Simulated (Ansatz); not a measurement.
## Electronic structure of GeH4O4···GeH4 in real space

```xyz
14

Ge    0.4210    0.2172   -0.2224
Ge   -0.2372    0.2775    3.3324
H    -1.4138   -0.6980    3.1678
H     1.0681   -0.5077    3.4657
H    -0.4650    1.0774    4.6256
O     1.2165   -0.1746   -1.7273
H     1.4775   -1.0753   -1.8517
O    -1.0591    1.0472   -0.5816
H    -1.2191    1.2014   -1.5023
O     0.0587   -1.2591    0.6205
H    -0.8594   -1.4649    0.7230
O     1.5271    1.2072    0.7084
H     2.3205    1.4301    0.2407
H    -0.1672    1.2599    2.1506
```

Not at a stationary point (largest force 0.7 eV/Å).

All numbers below come from RHF/def2-SVP (Ansatz).

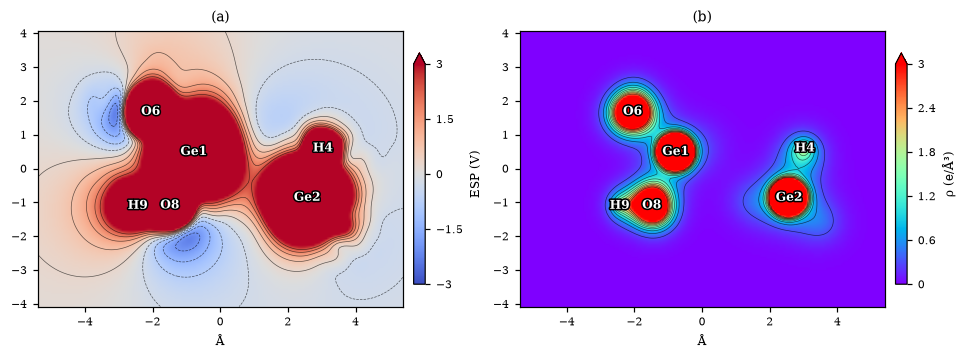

Figure 1. (a) electrostatic potential; (b) electron density on the plane of atoms Ge1, O8 and H9.

Interpret the plot.

Atoms in the plane: Ge, H and O.
Ge–O (1.73 Å): the density is about 1 e/Å³ at the midpoint.
O–H (0.95 Å): ρ is about 3.8 e/Å³ halfway.
Ge–H (1.53 Å): ρ is about 1.1 e/Å³ halfway.
Outside the dense part of the complex the potential is most negative (−2.2 V) near O8.

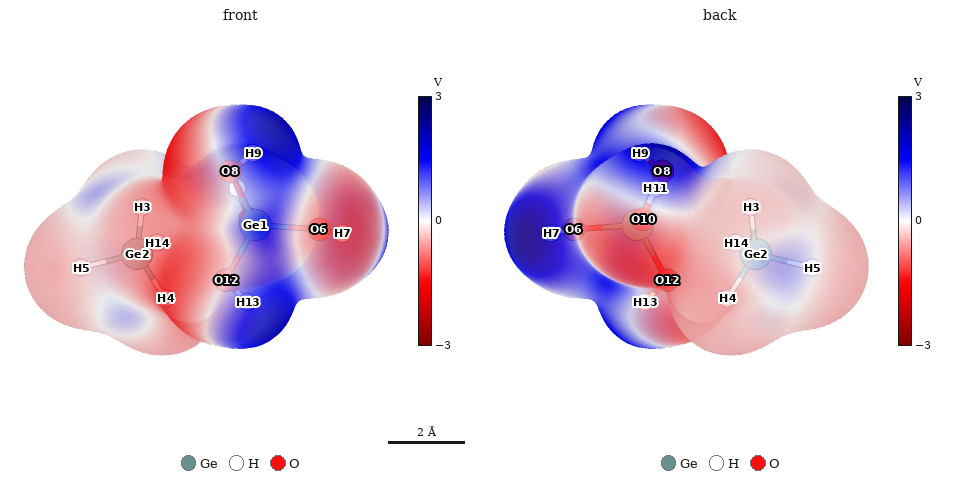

Figure 2. The molecular electrostatic potential painted on the density surface at 0.001 e/bohr³, seen from the front and from behind; the colour scale runs from red (negative) to blue (positive).

Which sites attract a positive test charge, and which a negative one?

A positive charge is drawn to the negative regions and a negative charge to the positive ones. The most negative region (about −1.4 V) lies over O8 and O12, the most positive (about +2.2 V) over H7, H9 and H11.

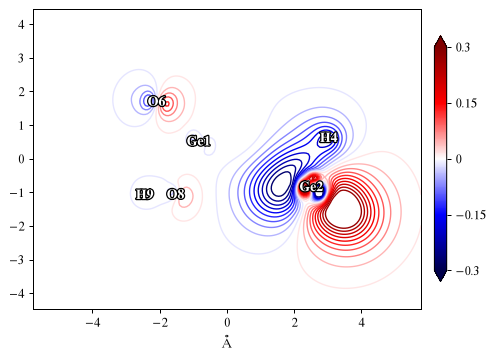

Figure 3. The HOMO on the plane of atoms Ge1, O8 and H9 (values in Å⁻³ᐟ²; the overall sign is arbitrary).

Where does this orbital lie, and at what energy?

Its weight (Hirshfeld) is mainly on Ge2 (about 40 %), H5 (about 30 %) and H14 (about 15 %). Its energy is −12.10 eV.
